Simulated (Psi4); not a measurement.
## Geometry relaxation of CH₅NZn (part 2 of 4)

Continued. System: CH₅NZn. Method: PBE0/def2-TZVP, RKS, dispersion D4 (Psi4 1.11). The run did not end well. The starting geometry was optimised with PBE/def2-SVP. The run did not end well; see the last part.

Geometry of the input (Å):
```
C  -0.8429  1.1606  -0.7611
Zn 0.3146  -0.1710  0.0319
N  1.2701  -1.4814  0.8968
H  -1.7463  0.6869  -1.1989
H  -0.3314  1.7234  -1.5686
H  -1.1864  1.8934  -0.0015
H  2.1645  -1.1734  1.3011
H  1.4974  -2.3006  0.3167
```

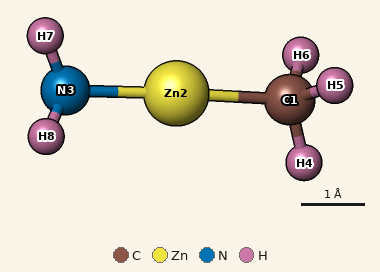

Fig. 1: The input geometry (ball-and-stick view, seen at a tilt; atoms are numbered from 1 in the order of the input). Sticks mark near contacts.

What the program printed, continued
```
	 - Coordinate -           - BOHR/RAD -       - ANG/DEG -
	 R(1,2)           =         3.655491           1.934403
	 R(1,4)           =         2.097686           1.110047
[... cut ...]
	----------------------------------------------------------------------------------------------
	    47   -1874.94311880    2.08e-08 o    8.69e-04      3.37e-04 o    2.50e-04 o    1.12e-04 o  ~
	----------------------------------------------------------------------------------------------

Next Geometry in Ang
	Fragment 1 (Ang)

	    C  -1.1448816114   1.3345267652  -0.7896853523
	   Zn   0.0108482440   0.0042469870  -0.0094723330
	    N   1.0097249984  -1.2820419650   0.8079945616
	    H  -2.0346248123   0.8676843865  -1.2192808527
	    H  -0.6341324794   1.8850434409  -1.5823461155
	    H  -1.4738517908   2.0534683475  -0.0358601431
	    H   1.8476457658  -1.0140755617   1.3038616067
	    H   1.1973519906  -2.1432544841   0.3157774904

    Structure for next step:
    Molecular point group: c1
    Full point group: C1

    Geometry (in Angstrom), charge = 0, multiplicity = 1:

    C           -1.144755186943     1.334578702353    -0.789740606627
    ZN           0.010974668449     0.004298924082    -0.009527587332
    N            1.009851422805    -1.281990027912     0.807939307266
    H           -2.034498387869     0.867736323660    -1.219336107051
    H           -0.634006054917     1.885095378056    -1.582401369799
    H           -1.473725366386     2.053520284582    -0.035915397465
    H            1.847772190251    -1.014023624574     1.303806352381
    H            1.197478415078    -2.143202546942     0.315722236087

gradient() will perform analytic gradient computation.

  ==> Geometry <==

    Molecular point group: c1
    Full point group: C1

    Geometry (in Angstrom), charge = 0, multiplicity = 1:

       Center              X                  Y                   Z               Mass
    ------------   -----------------  -----------------  -----------------  -----------------
         C           -1.144755186943     1.334578702353    -0.789740606627    12.000000000000
         ZN           0.010974668449     0.004298924082    -0.009527587332    63.929142010000
         N            1.009851422805    -1.281990027912     0.807939307266    14.003074004430
         H           -2.034498387869     0.867736323660    -1.219336107051     1.007825032230
         H           -0.634006054917     1.885095378056    -1.582401369799     1.007825032230
         H           -1.473725366386     2.053520284582    -0.035915397465     1.007825032230
         H            1.847772190251    -1.014023624574     1.303806352381     1.007825032230
         H            1.197478415078    -2.143202546942     0.315722236087     1.007825032230

  Running in c1 symmetry.

  Rotational constants: A =      3.58124  B =      0.14065  C =      0.13933 [cm^-1]
  Rotational constants: A = 107362.97766  B =   4216.54289  C =   4176.99464 [MHz]
  Nuclear repulsion =  169.986162510755008

  Charge       = 0
  Multiplicity = 1
  Electrons    = 48
  Nalpha       = 24
  Nbeta        = 24

   => Molecular Quadrature <=

    Radial Scheme          =       TREUTLER
    Pruning Scheme         =           NONE
    Nuclear Scheme         =       TREUTLER

    Blocking Scheme        =         OCTREE
    BS radius alpha        =              1
    Pruning alpha          =              1
    Radial Points          =             75
    Spherical Points       =            302
    Total Points           =         174161
    Total Blocks           =           1364
    Max Points             =            256
    Max Functions          =            137
    Weights Tolerance      =       1.00E-15

   => Auxiliary Basis Set <=

  Basis Set: (DEF2-TZVP AUX)
    Blend: DEF2-UNIVERSAL-JKFIT
    Number of shells: 138
    Number of basis functions: 506
    Number of Cartesian functions: 659
    Spherical Harmonics?: true
    Max angular momentum: 6

  Cached 100.0% of DFT collocation blocks in 0.475 [GiB].

  Minimum eigenvalue in the overlap matrix is 1.6498336931E-03.
  Reciprocal condition number of the overlap matrix is 2.3657444600E-04.
    Using symmetric orthogonalization.

  ==> Iterations <==

                           Total Energy        Delta E     RMS |[F,P]|

   @DF-RKS iter   0: -1874.94317076339689   -1.87494e+03   3.77764e-06
   @DF-RKS iter   1: -1874.94311882545549    5.19379e-05   2.29541e-07 DIIS
   @DF-RKS iter   2: -1874.94311882558077   -1.25283e-10   2.88959e-07 DIIS
   @DF-RKS iter   3: -1874.94311882602028   -4.39513e-10   8.21051e-08 DIIS
   @DF-RKS iter   4: -1874.94311882604529   -2.50111e-11   2.39321e-08 DIIS
   @DF-RKS iter   5: -1874.94311882604643   -1.13687e-12   1.24141e-08 DIIS
   @DF-RKS iter   6: -1874.94311882604870   -2.27374e-12   2.49247e-09 DIIS
  Energy and wave function converged.

  ==> Post-Iterations <==

   Electrons on quadrature grid:
      Ntotal   =   47.9999950719 ; deviation = -4.928e-06

    Orbital Energies [Eh]
    ---------------------

    Doubly Occupied:

       1A   -347.594570     2A    -42.338869     3A    -37.280366
       4A    -37.279486     5A    -37.276579     6A    -14.335039
       7A    -10.196781     8A     -4.882230     9A     -3.259759
      10A     -3.257637    11A     -3.252209    12A     -0.824424
      13A     -0.691492    14A     -0.522689    15A     -0.520903
      16A     -0.512918    17A     -0.512603    18A     -0.512488
      19A     -0.451512    20A     -0.394381    21A     -0.392925
      22A     -0.364084    23A     -0.294995    24A     -0.242056

    Virtual:

      25A      0.000712    26A      0.007520    27A      0.024355
      28A      0.054476    29A      0.117097    30A      0.123241
      31A      0.130573    32A      0.132474    33A      0.156070
      34A      0.205450    35A      0.220559    36A      0.228761
      37A      0.233337    38A      0.249650    39A      0.270168
      40A      0.298897    41A      0.308658    42A      0.347022
      43A      0.363782    44A      0.381686    45A      0.403842
      46A      0.464019    47A      0.486821    48A      0.491068
      49A      0.497124    50A      0.524407    51A      0.559051
      52A      0.567868    53A      0.570011    54A      0.654750
      55A      0.690300    56A      0.814419    57A      0.823045
      58A      0.970023    59A      0.973105    60A      0.980374
      61A      1.087248    62A      1.119389    63A      1.198556
      64A      1.201290    65A      1.230918    66A      1.253644
      67A      1.329447    68A      1.402023    69A      1.404589
      70A      1.519415    71A      1.549876    72A      1.554297
      73A      1.556763    74A      1.609911    75A      1.736447
      76A      1.792315    77A      1.858763    78A      1.889070
      79A      1.933809    80A      1.978606    81A      2.011932
      82A      2.066252    83A      2.107985    84A      2.141121
      85A      2.170949    86A      2.239342    87A      2.264746
      88A      2.330764    89A      2.380189    90A      2.415091
      91A      2.415907    92A      2.428957    93A      2.499086
      94A      2.519101    95A      2.580867    96A      2.605280
      97A      2.623056    98A      2.817608    99A      2.897494
     100A      3.126894   101A      3.128155   102A      3.157975
     103A      3.166104   104A      3.238964   105A      3.248573
     106A      3.345846   107A      3.352815   108A      3.544403
     109A      3.550577   110A      3.671061   111A      4.086830
     112A      4.119455   113A      4.236605   114A      4.239905
     115A      4.264658   116A      4.332506   117A      4.339077
     118A      4.398703   119A      4.473586   120A      4.691778
     121A      4.701289   122A      4.758848   123A      4.847383
     124A      4.850180   125A      4.900050   126A      5.040624
     127A      5.069724   128A      5.098105   129A      5.396749
     130A      5.633973   131A      5.722193   132A      6.539159
     133A      6.539174   134A      6.551284   135A      6.551460
     136A      6.593917   137A      6.595227   138A      6.741463
     139A     22.265431   140A     31.731665

    Final Occupation by Irrep:
              A
    DOCC [    24 ]
    NA   [    24 ]
    NB   [    24 ]

  @DF-RKS Final Energy: -1874.94311882604870

   => Energetics <=

    Nuclear Repulsion Energy =            169.9861625107550083
    One-Electron Energy =               -2950.3647159721667776
    Two-Electron Energy =                 969.6767852419098972
    DFT Exchange-Correlation Energy =     -64.2383568838219503
    Empirical Dispersion Energy =          -0.0029937227251025
    VV10 Nonlocal Energy =                  0.0000000000000000
    Total Energy =                      -1874.9431188260489307

Computation Completed

Properties will be evaluated at   0.000000,   0.000000,   0.000000 [a0]

Properties computed using the SCF density matrix

 Multipole Moments:

 ------------------------------------------------------------------------------------
     Multipole            Electronic (a.u.)      Nuclear  (a.u.)        Total (a.u.)
 ------------------------------------------------------------------------------------

 L = 1.  Multiply by 2.5417464519 to convert [e a0] to [Debye]
 Dipole X            :          1.2851126           -1.0720611            0.2130515
 Dipole Y            :         -1.4465545            1.5337689            0.0872144
 Dipole Z            :          0.8719738           -1.1089298           -0.2369560
 Magnitude           :                                                    0.3303717

 ------------------------------------------------------------------------------------

	total time  =          2 seconds =       0.03 minutes

         ------------------------------------------------------------
                                   SCF GRAD
         ------------------------------------------------------------

  ==> Geometry <==

    Molecular point group: c1
    Full point group: C1

    Geometry (in Angstrom), charge = 0, multiplicity = 1:

       Center              X                  Y                   Z               Mass
    ------------   -----------------  -----------------  -----------------  -----------------
         C           -1.144755186943     1.334578702353    -0.789740606627    12.000000000000
         ZN           0.010974668449     0.004298924082    -0.009527587332    63.929142010000
         N            1.009851422805    -1.281990027912     0.807939307266    14.003074004430
         H           -2.034498387869     0.867736323660    -1.219336107051     1.007825032230
         H           -0.634006054917     1.885095378056    -1.582401369799     1.007825032230
         H           -1.473725366386     2.053520284582    -0.035915397465     1.007825032230
         H            1.847772190251    -1.014023624574     1.303806352381     1.007825032230
         H            1.197478415078    -2.143202546942     0.315722236087     1.007825032230

  Nuclear repulsion =  169.986162510755008

   => Molecular Quadrature <=

    Radial Scheme          =       TREUTLER
    Pruning Scheme         =           NONE
    Nuclear Scheme         =       TREUTLER

    Blocking Scheme        =         OCTREE
    BS radius alpha        =              1
    Pruning alpha          =              1
    Radial Points          =             75
    Spherical Points       =            302
    Total Points           =         174161
    Total Blocks           =           1364
    Max Points             =            256
    Max Functions          =            137
    Weights Tolerance      =       1.00E-15

  -Total Gradient:
     Atom            X                  Y                   Z
    ------   -----------------  -----------------  -----------------
       1       -0.000071786631    -0.000023095724    -0.000047676885
       2       -0.000017997447     0.000152996876     0.000044523297
       3       -0.000258321091    -0.000132157339    -0.000145824539
       4       -0.000029949316    -0.000079694610    -0.000017383603
       5       -0.000026816954     0.000035789963     0.000147094180
       6        0.000126489850    -0.000001474117    -0.000122128102
       7        0.000243009695    -0.000012540767     0.000094263216
       8        0.000035662549     0.000068446827     0.000041806749

	total time  =          2 seconds =       0.03 minutes

    			-----------------------------------------

    			 OPTKING 3.0: for geometry optimizations

    			        with contributions from

    			-----------------------------------------

	                            ===> Fragment 1 <==

	 Z (Atomic Numbers)          Masses                          Geom
	       6.000000            12.000000         -2.16327378  2.52198824 -1.49239346
	      30.000000            63.929142          0.02073912  0.00812379 -0.01800453
	       7.000000            14.003074          1.90834262 -2.42261005  1.52678402
	       1.000000             1.007825         -3.84464476  1.63978400 -2.30421130
	       1.000000             1.007825         -1.19809781  3.56231398 -2.99030521
	       1.000000             1.007825         -2.78493733  3.88059093 -0.06787026
	       1.000000             1.007825          3.49178338 -1.91622694  2.46383693
	       1.000000             1.007825          2.26290625 -4.05006585  0.59662856

	 - Coordinate -           - BOHR/RAD -       - ANG/DEG -
	 R(1,2)           =         3.641874           1.927197
	 R(1,4)           =         2.065028           1.092766
	 R(1,5)           =         2.063391           1.091899
	 R(1,6)           =         2.064348           1.092406
	 R(2,3)           =         3.443528           1.822237
	 R(3,7)           =         1.908344           1.009852
	 R(3,8)           =         1.907752           1.009539
	 B(2,1,4)         =         1.931084         110.642967
	 B(2,1,5)         =         1.940566         111.186244
	 B(2,1,6)         =         1.934257         110.824741
	 B(2,3,7)         =         2.080369         119.196363
	 B(2,3,8)         =         2.077531         119.033782
	 B(4,1,5)         =         1.886895         108.111138
	 B(4,1,6)         =         1.883094         107.893355
	 B(5,1,6)         =         1.885983         108.058844
	 B(7,3,8)         =         1.887634         108.153445
	 L(1,2,3)         =         3.072189         176.023448
	 l(1,2,3)         =         3.141593         180.000000
	 D(4,1,3,7)       =         3.206721         183.731577
	 D(4,1,3,8)       =         0.797005          45.665051
	 D(5,1,3,7)       =         1.098283          62.926968
	 D(5,1,3,8)       =        -1.311433         -75.139558
	 D(6,1,3,7)       =        -1.009758         -57.854851
	 D(6,1,3,8)       =         2.863712         164.078622

	        --- Internal Coordinate Step in ANG or DEG, aJ/ANG or AJ/DEG ---
	-------------------------------------------------------------------------------
	           Coordinate      Previous         Force          Change          New
	           ----------      --------        ------          ------        ------
	               R(1,2)       1.92720        0.00028       -0.00006       1.92713
	               R(1,4)       1.09277       -0.00054        0.00002       1.09279
	               R(1,5)       1.09190        0.00084       -0.00010       1.09180
	               R(1,6)       1.09241        0.00102        0.00005       1.09246
	               R(2,3)       1.82224       -0.00052       -0.00012       1.82211
	               R(3,7)       1.00985       -0.00201        0.00001       1.00986
	               R(3,8)       1.00954        0.00059       -0.00002       1.00952
	             B(2,1,4)     110.64297       -0.00003       -0.00385     110.63911
	             B(2,1,5)     111.18624        0.00000       -0.01452     111.17172
	             B(2,1,6)     110.82474        0.00003       -0.00703     110.81771
	             B(2,3,7)     119.19636       -0.00001        0.00331     119.19967
	             B(2,3,8)     119.03378       -0.00000       -0.00325     119.03053
	             B(4,1,5)     108.11114       -0.00006        0.03002     108.14116
	             B(4,1,6)     107.89336       -0.00001        0.01013     107.90349
	             B(5,1,6)     108.05884        0.00006       -0.01338     108.04547
	             B(7,3,8)     108.15344        0.00000       -0.00095     108.15250
	             L(1,2,3)     176.02345        0.00000       -0.00485     176.01860
	             l(1,2,3)     180.00000        0.00000        0.01556     180.01556
	           D(4,1,3,7)     183.73158        0.00002        0.00559     183.73717
	           D(4,1,3,8)      45.66505        0.00002        0.00516      45.67022
	           D(5,1,3,7)      62.92697       -0.00004       -0.01637      62.91059
	           D(5,1,3,8)     -75.13956       -0.00004       -0.01680     -75.15636
	           D(6,1,3,7)     -57.85485        0.00002        0.00990     -57.84495
	           D(6,1,3,8)     164.07862        0.00002        0.00947     164.08809
	-------------------------------------------------------------------------------

	                                 ==> Convergence Check <==

	Measures of convergence in internal coordinates in au.

	Criteria marked as inactive (o), active & met (*), and active & unmet ( ).
```
